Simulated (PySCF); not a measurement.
```
atom    x (Å)    y (Å)    z (Å)
   C   2.6284   0.0045  -0.1767
   C   1.8231  -0.0055  -1.2326
   N   0.5649   0.5484  -1.2872
   C  -0.4124   0.2568  -0.5650
   C  -1.8045   0.8341  -0.5176
   C  -2.1137  -0.1962   0.5121
   C  -0.7463  -0.7833   0.4947
   H   3.6471  -0.3304  -0.2480
   H   2.3064   0.3942   0.7740
   H   2.1680  -0.3487  -2.2008
   H  -1.8533   1.8793  -0.1936
   H  -2.3596   0.7680  -1.4596
   H  -3.0237  -0.4942   0.9877
   H  -0.6594  -1.8245   0.1638
   H  -0.1694  -0.6947   1.4213
```

Geometry: GFN2-xTB.

Level of theory: UKS B3LYP, pcH-1 on C H N, non-relativistic, mean-field spin-orbit, GIAO (PySCF).

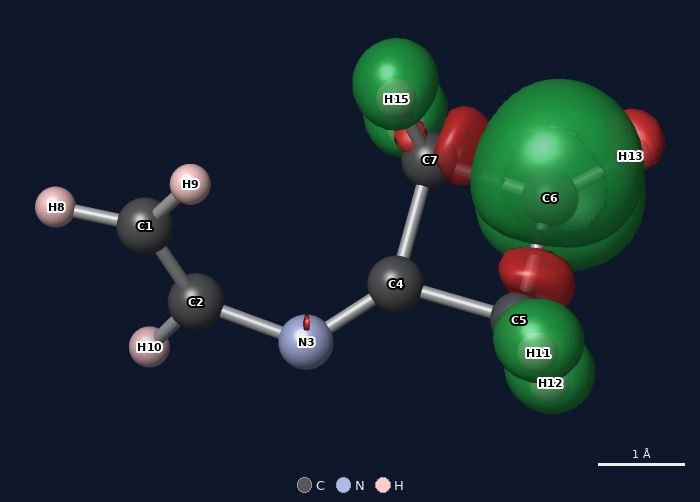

C6H8N (SMILES C=CN=C1C[CH]C1) (doublet). Isosurfaces of the spin density (α minus β) at +0.02 (green) and −0.02 e/Å³ (red), seen across its widest extent.

Question: Which atoms carry the spin?

Answer: The unpaired spin (1 electron) lies mostly on C6 (about 0.7), in electrons by Hirshfeld's partition.
